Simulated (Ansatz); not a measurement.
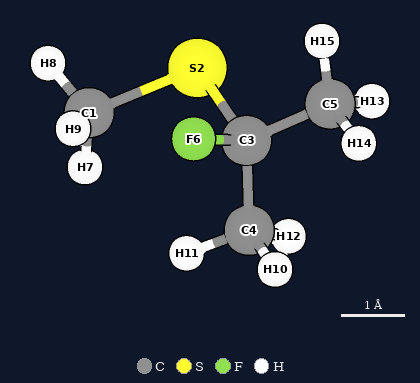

The structure as given in the input (ball-and-stick view, seen at a tilt; atoms are numbered from 1 in the order of the input).

Nudged elastic band of C$_{4}$H$_{9}$FS

The run: nudged elastic band of C$_{4}$H$_{9}$FS, SMILES CSC(C)(C)F. Method and program: RKS PBE/6-31G (Ansatz 0.2.0).

One setting was made poor on purpose. It belongs to a series of runs on one base structure; here: band between the two ends. Figures and captions count atoms from 1; the log counts them from 0 in places.

Input:
```yaml
crystal:
  periodic: [false, false, false]
  atoms:
    - { symbol: C, position_ang: [-0.088611, -2.341704, 0.458942] }
    - { symbol: S, position_ang: [-1.305145, -0.909384, 0.26433] }
    - { symbol: C, position_ang: [-0.05108, 0.532911, 0.173133] }
    - { symbol: C, position_ang: [0.85152, 0.452161, -1.048872] }
    - { symbol: C, position_ang: [-0.828498, 1.833048, 0.313539] }
    - { symbol: F, position_ang: [0.825078, 0.418706, 1.341027] }
    - { symbol: H, position_ang: [0.308855, -2.665263, -0.5134] }
    - { symbol: H, position_ang: [-0.648208, -3.162213, 0.928694] }
    - { symbol: H, position_ang: [0.715464, -2.004458, 1.127693] }
    - { symbol: H, position_ang: [1.585039, 1.276884, -1.018559] }
    - { symbol: H, position_ang: [1.406017, -0.49906, -1.071197] }
    - { symbol: H, position_ang: [0.256773, 0.535501, -1.971905] }
    - { symbol: H, position_ang: [-1.538698, 1.954607, -0.520322] }
    - { symbol: H, position_ang: [-0.124481, 2.68222, 0.304102] }
    - { symbol: H, position_ang: [-1.386024, 1.845143, 1.262094] }
basis:
  gaussian: { orbitals: "6-31G" }
hamiltonian:
  xc: pbe
neb:
  order_check: false
  images: 5
  f_tol: 0.5
  max_iterations: 60
  initial_path: idpp
  final_atoms:
    - { symbol: C, position_ang: [-0.13534028, -2.3575399, 0.3693335] }
    - { symbol: S, position_ang: [-1.32322449, -0.91441671, 0.09147503] }
    - { symbol: C, position_ang: [-0.06898816, 0.52815212, 0.18438742] }
    - { symbol: C, position_ang: [0.96180171, 0.4874396, -0.9334583] }
    - { symbol: C, position_ang: [-0.86109004, 1.82332951, 0.28109261] }
    - { symbol: F, position_ang: [0.67585362, 0.37502252, 1.43703451] }
    - { symbol: H, position_ang: [0.36463999, -2.65179568, -0.56420812] }
    - { symbol: H, position_ang: [-0.74317144, -3.19003865, 0.74908184] }
    - { symbol: H, position_ang: [0.59291836, -2.04792618, 1.13162969] }
    - { symbol: H, position_ang: [1.68531634, 1.31061531, -0.79765545] }
    - { symbol: H, position_ang: [1.51791784, -0.46289821, -0.92460345] }
    - { symbol: H, position_ang: [0.47075979, 0.60015885, -1.91251699] }
    - { symbol: H, position_ang: [-1.51846315, 1.80464899, 1.16320072] }
    - { symbol: H, position_ang: [-1.47736839, 1.97163181, -0.62048715] }
    - { symbol: H, position_ang: [-0.16356069, 2.67271563, 0.37499313] }
```

Machine: 1 thread of Arm Neoverse V1, 24 GiB of memory available, shared host.

Launched with:
```bash
ansatz run input.yaml --threads 1 --pin off --max-ram 2048MiB --backend cpu --events-out ev --progress --plain --runs-dir out
```

Log:
```
Engine: ansatz 0.2.0, aarch64-unknown-linux-gnu
Functional definition: PBE
  parameter kappa = 0.804
  parameter beta = 0.06672455060314922
  exchange = pbe_x(kappa = kappa, mu = beta*pi^2/3)
  correlation = pbe_c(beta = beta)
1105 factors; integrals over basis functions are off by at most 1.5e-4 eV
mean field evaluation 1: about -17821.4619 eV, gradient 6.5e1 eV
mean field evaluation 2: about -17810.9518 eV, gradient 8.7e1 eV
mean field evaluation 4: about -17831.4062 eV, gradient 4.8e0 eV
mean field evaluation 8: about -17831.4525 eV, gradient 1.5e-1 eV
mean field evaluation 16: about -17831.4526 eV, gradient 3.8e-5 eV
mean field -17831.45255804 eV, -655.2937949154 hartree, gradient 3.8e-5 eV, S^2 0.000000; 0 other end points of the search recorded, 0 dependent functions left out
the calculation of the forces begins
reference -17831.45258365 eV, -655.2937958563 hartree; 29, 29 occupied and 47, 47 virtual orbitals, 1105 factors
1105 factors; integrals over basis functions are off by at most 1.5e-4 eV
mean field evaluation 32: about -17831.4525 eV, gradient 3.6e-5 eV
mean field -17831.45249466 eV, -655.2937925860 hartree, gradient 3.6e-5 eV, S^2 0.000000; 0 other end points of the search recorded, 0 dependent functions left out
[... from here on the field's lines of each further geometry are left out, up to the last ...]
NEB iter   1: max|band force component| = 7.356e-1 eV/Å  barrier→ = 0.1805 eV  barrier← = 0.1805 eV  Δτ_max = 0.0927 Å  (175 SCF iters)
the calculation of the forces begins
reference -17831.42073562 eV, -655.2926254629 hartree; 29, 29 occupied and 47, 47 virtual orbitals, 1105 factors
1105 factors; integrals over basis functions are off by at most 1.5e-4 eV
mean field evaluation 224: about -17831.3142 eV, gradient 1.8e-4 eV
mean field -17831.31424268 eV, -655.2887119196 hartree, gradient 6.4e-5 eV, S^2 0.000000; 1 other end points of the search recorded, 0 dependent functions left out
the calculation of the forces begins
reference -17831.31426849 eV, -655.2887128681 hartree; 29, 29 occupied and 47, 47 virtual orbitals, 1105 factors
NEB iter   2: max|band force component| = 4.980e-1 eV/Å  barrier→ = 0.1383 eV  barrier← = 0.1383 eV  CI = image 3  Δτ_max = 0.0000 Å  (256 SCF iters)
```

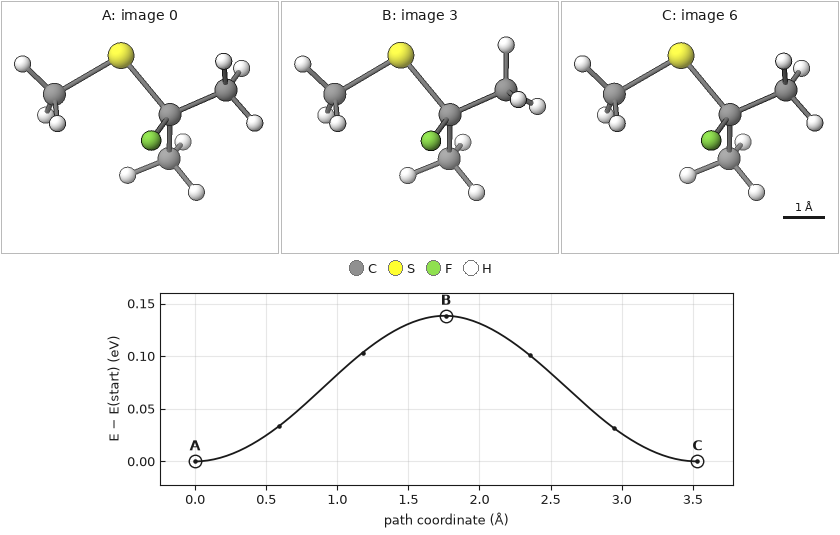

Images of the last band (counted from 0; ball-and-stick, seen at a tilt) above the energy along the path; the line is a cubic interpolation that uses the forces. The highest image is number 3, 0.138 eV above the start and 0.138 eV above the end (the climbing image); start and end have the same energy. The path is 3.53 Å long. The band converged in 2 iterations.

```
Total energy: -17831.31426849 eV, -655.2887128681 hartree
Atom 0 at    -0.209520    -2.368131     0.177142 Å, force    -0.017971    -0.155320     0.007011 eV/Å
Atom 1 at    -1.349294    -0.895985    -0.100468 Å, force     0.234088     0.135326     0.054296 eV/Å
Atom 2 at    -0.073607     0.511042     0.218029 Å, force    -0.039926    -0.124294    -0.021878 eV/Å
Atom 3 at     1.057795     0.527293    -0.797420 Å, force     0.058235    -0.145568    -0.011854 eV/Å
Atom 4 at    -0.854266     1.812385     0.325239 Å, force    -0.246662     0.498023    -0.008517 eV/Å
Atom 5 at     0.556000     0.243092     1.518245 Å, force    -0.029608    -0.080628    -0.079615 eV/Å
Atom 6 at     0.374211    -2.606683    -0.722983 Å, force    -0.004327     0.011082    -0.017357 eV/Å
Atom 7 at    -0.858994    -3.215450     0.436661 Å, force     0.019484    -0.032876     0.004483 eV/Å
Atom 8 at     0.447085    -2.129623     1.025031 Å, force    -0.005141     0.023802     0.009029 eV/Å
Atom 9 at     1.781567     1.319429    -0.534553 Å, force    -0.038311     0.004593     0.012514 eV/Å
Atom 10 at     1.594383    -0.434968    -0.804738 Å, force     0.014628     0.014790    -0.005707 eV/Å
Atom 11 at     0.669784     0.717802    -1.810714 Å, force    -0.022794     0.015963     0.032320 eV/Å
Atom 12 at    -1.938163     1.670663     0.177398 Å, force     0.035208    -0.014275     0.015779 eV/Å
Atom 13 at    -0.509033     2.561506    -0.410170 Å, force     0.023270    -0.084494     0.019357 eV/Å
Atom 14 at    -0.709949     2.236727     1.332600 Å, force     0.019825    -0.066124    -0.009861 eV/Å
Dipole moment:     0.219365     0.099085    -0.255642 e Å
this run last wrote the band of iteration 2 to [file]
```

The last band as extended XYZ (Å, eV, eV/Å):
```
15
Properties=species:S:1:pos:R:3:forces:R:3 image=0 energy=-17831.45256
C    -0.0886   -2.3417    0.4589    0.0029   0.0029  -0.0011
S    -1.3051   -0.9094    0.2643   -0.0124  -0.0007  -0.0028
C    -0.0511    0.5329    0.1731   -0.0011   0.0049  -0.0091
C     0.8515    0.4522   -1.0489   -0.0019  -0.0018  -0.0027
C    -0.8285    1.8330    0.3135   -0.0025  -0.0017   0.0004
F     0.8251    0.4187    1.3410    0.0100   0.0024   0.0113
H     0.3089   -2.6653   -0.5134    0.0002  -0.0011  -0.0004
H    -0.6482   -3.1622    0.9287    0.0012  -0.0014   0.0006
H     0.7155   -2.0045    1.1277    0.0019  -0.0042   0.0015
H     1.5850    1.2769   -1.0186   -0.0019  -0.0002   0.0001
H     1.4060   -0.4991   -1.0712   -0.0026   0.0028   0.0032
H     0.2568    0.5355   -1.9719    0.0019   0.0000   0.0009
H    -1.5387    1.9546   -0.5203    0.0016   0.0010  -0.0004
H    -0.1245    2.6822    0.3041    0.0011  -0.0015  -0.0005
H    -1.3860    1.8451    1.2621    0.0017  -0.0011  -0.0011
15
Properties=species:S:1:pos:R:3:forces:R:3 image=1 energy=-17831.41916
C    -0.1376   -2.3518    0.3691   -0.0159  -0.0521   0.0119
S    -1.3280   -0.9039    0.1520    0.1058   0.0498   0.0362
C    -0.0505    0.5294    0.1917   -0.0464  -0.0467  -0.0236
C     0.9277    0.4786   -0.9707    0.0402  -0.0572  -0.0072
C    -0.8368    1.8238    0.3175   -0.0544   0.2286   0.0380
F     0.7547    0.3728    1.4062   -0.0133  -0.0106  -0.0458
H     0.3255   -2.6369   -0.5861    0.0005   0.0018  -0.0019
H    -0.7344   -3.1872    0.7604    0.0108  -0.0112   0.0055
H     0.6203   -2.0547    1.1071    0.0025   0.0091   0.0050
H     1.6705    1.2886   -0.8590   -0.0247  -0.0030   0.0006
H     1.4702   -0.4798   -0.9882   -0.0062   0.0016  -0.0211
H     0.4012    0.6048   -1.9297   -0.0153   0.0033   0.0105
H    -1.7245    1.8181   -0.3360    0.0339  -0.0029  -0.0393
H    -0.2097    2.6890    0.0370    0.0199  -0.0446   0.0520
H    -1.1706    1.9580    1.3580   -0.0374  -0.0658  -0.0208
15
Properties=species:S:1:pos:R:3:forces:R:3 image=2 energy=-17831.34933
C    -0.1779   -2.3602    0.2758   -0.0218  -0.1253   0.0170
S    -1.3434   -0.9012    0.0305    0.2005   0.1061   0.0579
C    -0.0586    0.5213    0.2069   -0.0488  -0.1082  -0.0328
C     0.9971    0.5033   -0.8865    0.0587  -0.1219  -0.0034
C    -0.8458    1.8173    0.3193   -0.1679   0.4297   0.0167
F     0.6659    0.3115    1.4662   -0.0233  -0.0404  -0.0820
H     0.3476   -2.6186   -0.6543   -0.0026   0.0076  -0.0096
H    -0.8033   -3.2040    0.5984    0.0194  -0.0258   0.0077
H     0.5306   -2.0948    1.0725    0.0000   0.0188   0.0086
H     1.7355    1.3030   -0.6968   -0.0380   0.0002   0.0034
H     1.5347   -0.4582   -0.8989    0.0014   0.0080  -0.0242
H     0.5402    0.6639   -1.8757   -0.0248   0.0120   0.0217
H    -1.8619    1.7233   -0.0989    0.0386  -0.0082  -0.0366
H    -0.3406    2.6459   -0.2098    0.0416  -0.0630   0.0608
H    -0.9420    2.0967    1.3806   -0.0331  -0.0896  -0.0052
15
Properties=species:S:1:pos:R:3:forces:R:3 image=3 energy=-17831.31424
C    -0.2095   -2.3681    0.1771   -0.0180  -0.1553   0.0070
S    -1.3493   -0.8960   -0.1005    0.2341   0.1353   0.0543
C    -0.0736    0.5110    0.2180   -0.0399  -0.1243  -0.0219
C     1.0578    0.5273   -0.7974    0.0582  -0.1456  -0.0119
C    -0.8543    1.8124    0.3252   -0.2467   0.4980  -0.0085
F     0.5560    0.2431    1.5182   -0.0296  -0.0806  -0.0796
H     0.3742   -2.6067   -0.7230   -0.0043   0.0111  -0.0174
H    -0.8590   -3.2155    0.4367    0.0195  -0.0329   0.0045
H     0.4471   -2.1296    1.0250   -0.0051   0.0238   0.0090
H     1.7816    1.3194   -0.5346   -0.0383   0.0046   0.0125
H     1.5944   -0.4350   -0.8047    0.0146   0.0148  -0.0057
H     0.6698    0.7178   -1.8107   -0.0228   0.0160   0.0323
H    -1.9382    1.6707    0.1774    0.0352  -0.0143   0.0158
H    -0.5090    2.5615   -0.4102    0.0233  -0.0845   0.0194
H    -0.7099    2.2367    1.3326    0.0198  -0.0661  -0.0099
15
Properties=species:S:1:pos:R:3:forces:R:3 image=4 energy=-17831.35177
C    -0.2326   -2.3740    0.0739   -0.0070  -0.1146  -0.0035
S    -1.3435   -0.8826   -0.2325    0.1800   0.1172   0.0294
C    -0.0912    0.5021    0.2270   -0.0366  -0.0896   0.0046
C     1.1096    0.5491   -0.7046    0.0486  -0.1030  -0.0286
C    -0.8626    1.8081    0.3386   -0.2250   0.3838  -0.0325
F     0.4353    0.1776    1.5590   -0.0333  -0.0847  -0.0466
H     0.4066   -2.5916   -0.7932   -0.0046   0.0116  -0.0185
H    -0.9034   -3.2225    0.2672    0.0119  -0.0254  -0.0012
H     0.3688   -2.1643    0.9691   -0.0078   0.0186   0.0059
H     1.8136    1.3314   -0.3695   -0.0294   0.0043   0.0188
H     1.6446   -0.4139   -0.7085    0.0182   0.0139   0.0165
H     0.7905    0.7729   -1.7352   -0.0141   0.0111   0.0333
H    -1.9455    1.6475    0.4701    0.0435  -0.0193   0.0658
H    -0.7157    2.4460   -0.5503   -0.0111  -0.0924  -0.0126
H    -0.4965    2.3635    1.2182    0.0666  -0.0316  -0.0310
15
Properties=species:S:1:pos:R:3:forces:R:3 image=5 energy=-17831.42071
C    -0.2508   -2.3753   -0.0308   -0.0002  -0.0405  -0.0031
S    -1.3272   -0.8582   -0.3555    0.0840   0.0621   0.0048
C    -0.1051    0.4957    0.2384   -0.0343  -0.0336   0.0169
C     1.1561    0.5665   -0.6082    0.0339  -0.0385  -0.0274
C    -0.8715    1.8036    0.3531   -0.1231   0.1695  -0.0233
F     0.3221    0.1209    1.5902   -0.0189  -0.0461  -0.0117
H     0.4433   -2.5655   -0.8615   -0.0032   0.0085  -0.0117
H    -0.9398   -3.2232    0.0848    0.0037  -0.0107  -0.0038
H     0.2902   -2.2033    0.9099   -0.0050   0.0077   0.0027
H     1.8393    1.3305   -0.1971   -0.0160  -0.0002   0.0134
H     1.6847   -0.3996   -0.6130    0.0104   0.0059   0.0189
H     0.9069    0.8326   -1.6477   -0.0066   0.0028   0.0209
H    -1.8861    1.6451    0.7515    0.0444  -0.0117   0.0559
H    -0.9536    2.3040   -0.6261   -0.0182  -0.0574  -0.0091
H    -0.3305    2.4752    1.0413    0.0491  -0.0178  -0.0435
15
Properties=species:S:1:pos:R:3:forces:R:3 image=6 energy=-17831.45250
C    -0.2000   -2.3765    0.1570    0.0068   0.0053  -0.0013
S    -1.3312   -0.8943   -0.1504    0.0038  -0.0032  -0.0010
C    -0.0874    0.5131    0.2170    0.0070   0.0080   0.0120
C     1.0770    0.5426   -0.7614   -0.0004  -0.0088  -0.0031
C    -0.8749    1.8108    0.3178   -0.0075   0.0005   0.0019
F     0.4906    0.2472    1.5370   -0.0073   0.0030  -0.0082
H     0.4124   -2.6046   -0.7267   -0.0017   0.0021  -0.0044
H    -0.8579   -3.2253    0.3881   -0.0046  -0.0059  -0.0010
H     0.4277   -2.1419    1.0278   -0.0005   0.0081   0.0052
H     1.7839    1.3390   -0.4689   -0.0089  -0.0050   0.0021
H     1.6198   -0.4155   -0.7596    0.0036  -0.0004  -0.0023
H     0.7155    0.7418   -1.7822    0.0023  -0.0005  -0.0038
H    -1.6394    1.7340    1.1054    0.0012   0.0013   0.0023
H    -1.3701    2.0416   -0.6393    0.0036  -0.0004   0.0004
H    -0.1882    2.6371    0.5677    0.0024  -0.0040   0.0012
```

Results in brief:

- outcome: converged
- barrier, forward: 0.138 eV
- barrier, backward: 0.138 eV
- wall time: 79 s
- peak memory: 0.14 GiB

Notes:

A deliberately poor setting: loose force. The order of the saddle point was not checked.
